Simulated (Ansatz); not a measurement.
All values below come from PBE (plane waves to 420 eV, PAW; Ansatz, a program for electronic structure).

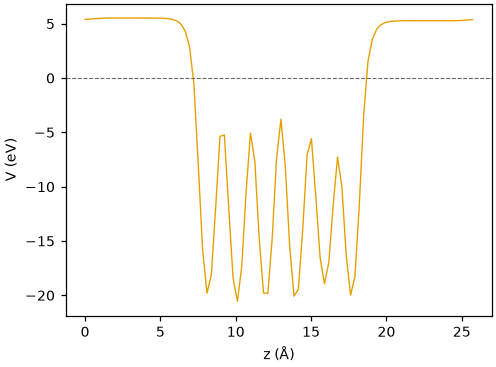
Fig. 1. Electrostatic potential energy of an electron, averaged over planes parallel to the surface, in eV from the Fermi level, for a constructed model of the (100) surface of fcc Ir, a layer of Os in place of the second plane (bottom of the slab: a bare face, its two planes held)

Model: 6-atom slab, 9.7 Å thick at the start (thin: gaps and levels are the slab's own), 14x14x1 mesh, Fermi-Dirac 0.1 eV, dipole correction, 2 atoms held, the rest relaxed; symmetry of the start imposed; no spin, no spin-orbit, no U. It is one candidate, not shown to be the stable structure of the face.

The vacuum level lies 5.28 eV above the Fermi level over the top face and 5.53 eV above it under the bottom face.
